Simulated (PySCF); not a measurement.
# GaCNCl2 (SMILES N#[C][Ga]([Cl])[Cl]) at 4 levels

Aim: a comparison of 4 runs (HF/3-21G, HF/def2-SVP, SVWN5/pcseg-1, B3LYP/6-31G*) of GaCNCl2. The job is set up through a Python script.

The results are computed with PySCF 2.14.0.

1 further run of the same task is left out (set aside as unsound or not needed).

## 1. The structure to begin with

GaCNCl2 has 5 atoms, charge 0, and is taken as a singlet. As SMILES, `N#[C][Ga]([Cl])[Cl]`. The shape is that of a PBE0-D4/def2-TZVP optimisation.

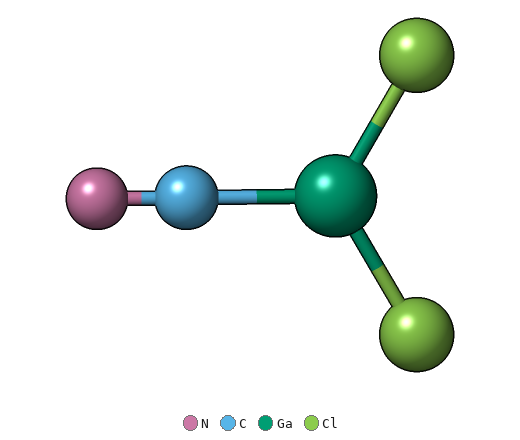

Viewed from a chosen angle; nitrogen pink, carbon blue, gallium teal, chlorine green.

## 2. Energy and forces at HF/3-21G (run 1)

Input file job.py:

```python
import pyscf.grad
from pyscf import gto

molecule = gto.M(
    atom='''
N      0.909600    -1.318100     1.914000
C      0.493500    -0.715000     1.025200
Ga    -0.199400     0.288700    -0.455700
Cl    -1.735500    -0.526200    -1.643200
Cl     0.581700     2.197000    -0.881800
''',
    spin=0,
    basis='3-21g',
    verbose=4,
    max_memory=1860,
    charge=0,
)

calc0 = molecule.RHF()
calc0.conv_tol = 1e-10
calc0.kernel()
if not calc0.converged:
    calc0 = calc0.newton().run(calc0.mo_coeff, calc0.mo_occ)

e_final = calc0.e_tot
print('E = %.10f Eh' % e_final)
grad = calc0.Gradients().kernel()
dip = calc0.dip_moment()
pop, q = calc0.mulliken_pop()
```

Launch:

```sh
$ OMP_NUM_THREADS=1 python job.py
```

Log:

```text
PySCF version 2.14.0

[... 61 lines left out ...]
converged SCF energy = -2920.37829620005
[... 12 lines left out ...]
Dipole moment(X, Y, Z, Debye): -0.24441,  0.35523, -0.52219
[... 72 lines left out ...]
charge of    4Cl =     -0.40694
```

Wall time 6.3 s (1 thread of Intel Xeon at 2.70GHz, shared host); peak memory 0.14 GiB.

## 3. Energy and forces at HF/def2-SVP (run 2)

Input file input.xyz:

```xyz
5

N      0.909600    -1.318100     1.914000
C      0.493500    -0.715000     1.025200
Ga    -0.199400     0.288700    -0.455700
Cl    -1.735500    -0.526200    -1.643200
Cl     0.581700     2.197000    -0.881800
```

Input file input.py:

```python
# N#[C][Ga]([Cl])[Cl]
from pyscf import gto, scf

mol = gto.M(
    atom='input.xyz',
    verbose=3,
    max_memory=1860,
    basis='def2-svp',
)

mf = scf.RHF(mol)
mf.conv_tol = 1e-10
mf.kernel()
if not mf.converged:
    mf = mf.newton().run(mf.mo_coeff, mf.mo_occ)

energy = mf.e_tot
print('Final energy', energy)
grad = mf.nuc_grad_method().kernel()
dip = mf.dip_moment()
pop, q = mf.mulliken_pop()
```

Launch:

```sh
$ OMP_NUM_THREADS=1 python input.py
```

Log:

```text
converged SCF energy = -2934.07755964652
Final energy -2934.0775596465246
[... 8 lines left out ...]
Dipole moment(X, Y, Z, Debye): -0.69145,  1.00294, -1.47755
[... 102 lines left out ...]
charge of    4Cl =     -0.29473
```

It took 19 s on 1 thread of Intel Xeon at 2.70GHz, shared host; peak memory 0.2 GiB.

Run 3 isn't shown in full; the table further down has it.

## 4. Energy and forces at B3LYP/6-31G(d) (spherical functions) (run 4)

Input file mol.xyz:

```xyz
5
CCl2GaN
N      0.909600    -1.318100     1.914000
C      0.493500    -0.715000     1.025200
Ga    -0.199400     0.288700    -0.455700
Cl    -1.735500    -0.526200    -1.643200
Cl     0.581700     2.197000    -0.881800
```

Input file run.py:

```python
from pyscf import gto, dft

system = gto.M(
    atom='mol.xyz',
    charge=0,
    verbose=3,
    max_memory=1860,
    basis='6-31g*',
)

mf = dft.RKS(system, xc='b3lyp')
mf.grids.level = 5
mf.conv_tol = 1e-10
mf.kernel()
if not mf.converged:
    mf = mf.newton().run(mf.mo_coeff, mf.mo_occ)

energy = mf.e_tot
print(f'total energy: {energy:.8f} hartree')
grad = mf.nuc_grad_method().kernel()
mf.analyze()
```

Launch:

```sh
$ OMP_NUM_THREADS=1 python run.py
```

Log:

```text
converged SCF energy = -2937.95902651638
total energy: -2937.95902652 hartree
[... 20 lines left out ...]
MO #12  energy= -7.24667621815041  occ= 2
[... 11 lines left out ...]
MO #24  energy= -0.939826941039097 occ= 2
[... 11 lines left out ...]
MO #36  energy= -0.365087885021039 occ= 2
[... 11 lines left out ...]
MO #48  energy= 0.138472322785178  occ= 0
[... 11 lines left out ...]
MO #60  energy= 0.535650625967893  occ= 0
[... 11 lines left out ...]
MO #72  energy= 0.848095042651824  occ= 0
[... 11 lines left out ...]
MO #84  energy= 1.59349585511226   occ= 0
[... 11 lines left out ...]
MO #96  energy= 3.06083127578082   occ= 0
[... 6 lines left out ...]
Dipole moment(X, Y, Z, Debye): -0.63505,  0.92118, -1.35706
```

It took 48 s on 1 thread of Intel Xeon at 2.70GHz, shared host; peak memory 0.94 GiB.

## 5. The series

| run | level | integration grid | energy (Eh) | dipole moment (D) | HOMO energy (eV) | LUMO energy (eV) | wall time |
| --- | --- | --- | --- | --- | --- | --- | --- |
| 1 | HF/3-21G | – | -2920.378296 | 0.68 | -13.28 | 0.22 | 6.3 s |
| 2 | HF/def2-SVP | – | -2934.077560 | 1.91 | -13.06 | 0.60 | 19 s |
| 3 | SVWN5/pcseg-1 | 5 | -2931.211812 | 1.94 | -8.63 | -3.75 | 39 s |
| 4 | B3LYP/6-31G* (spherical functions) | 5 | -2937.959027 | 1.76 | -9.46 | -2.82 | 48 s |

## 6. What came out

```
                       quantity           value
            run 4: total energy  -2937.95903 Eh
           run 4: dipole moment          1.76 D
             run 4: HOMO energy        -9.46 eV
             run 4: LUMO energy        -2.82 eV
           run 4: HOMO–LUMO gap         6.65 eV
run 4: largest force on an atom      1.494 eV/Å
```

**Reading.** The dipole moment (its size) runs from 0.68 D (HF/3-21G) to 1.94 D (SVWN5/pcseg-1). The two ends differ in method and basis. The HOMO–LUMO gap runs from 4.87 eV (SVWN5/pcseg-1) to 13.67 eV (HF/def2-SVP). Totals of different functionals can't be ranked against each other. All runs together took 1.9 min, the longest 48 s.
